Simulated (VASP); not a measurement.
Band structure of BN (zinc blende). Calculation: AM05 GGA, VASP's PBE PAW potentials (set 64) (plane waves; VASP).

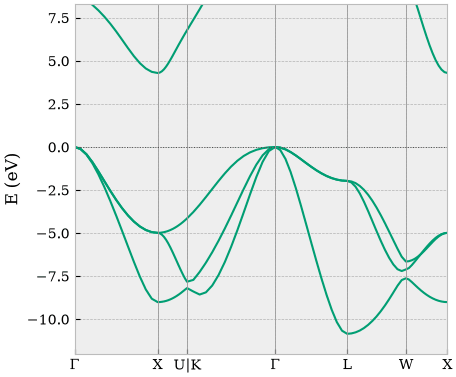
Bands along high-symmetry lines, zero at the valence-band maximum or, without a gap, the Fermi level

Question: Read the plot: is there a gap, and where are the band edges?

Answer: The gap is indirect, 4.30 eV, from the valence maximum at Γ to the conduction minimum at X. (Edges off the drawn lines would not show.)

Measured: gap 6.20 eV at 300 K (computed value off by -1.90 eV), as given by arXiv:1206.3780.

The compound is BN in the zinc blende structure. It was relaxed first.
